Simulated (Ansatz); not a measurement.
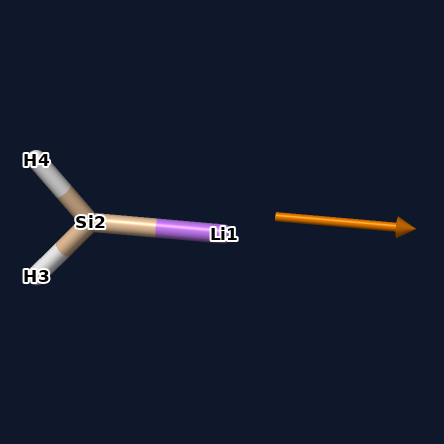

The arrow beside the molecule shows the direction of the dipole moment, from the negative to the positive end (its length means nothing). The species is neutral and a spin doublet. The computed structure is the end point of a PBE-D4/def2-SVP optimisation. No frequency run is at hand to confirm it as a minimum. Properties computed with UKS PBE-D4/def2-SVP (Ansatz 0.2.0).

Estimate the dipole moment.

6.57 D; it points from the side of H3, H4 to the side of Li1 (the outermost atoms at the two ends).
